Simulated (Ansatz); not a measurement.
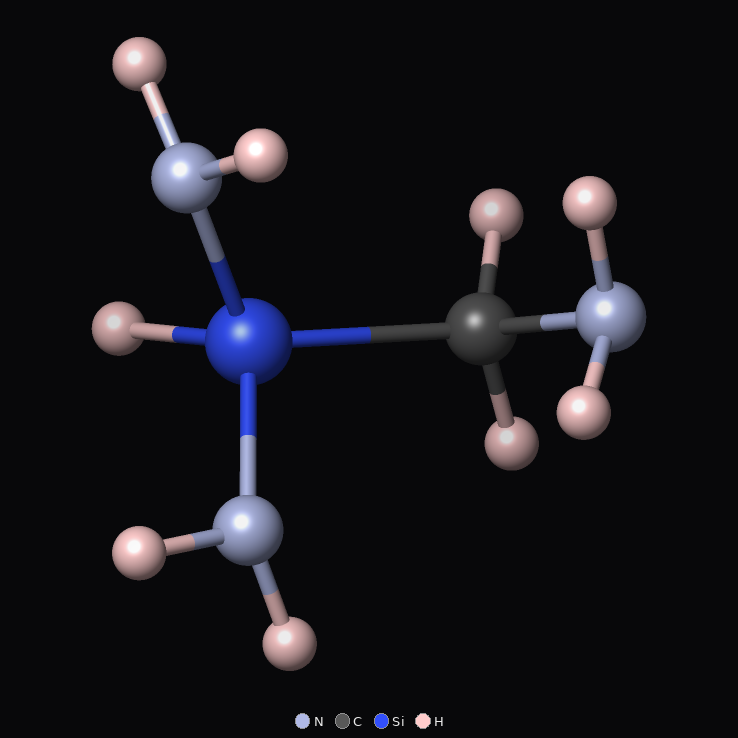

The computed structure is the end point of a PBE-D4/def2-SVP optimisation. No frequency run is at hand to confirm it as a minimum.

Give the structural formula.

SMILES: NC[SiH](N)N

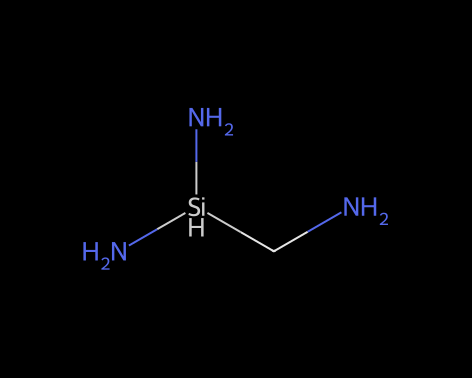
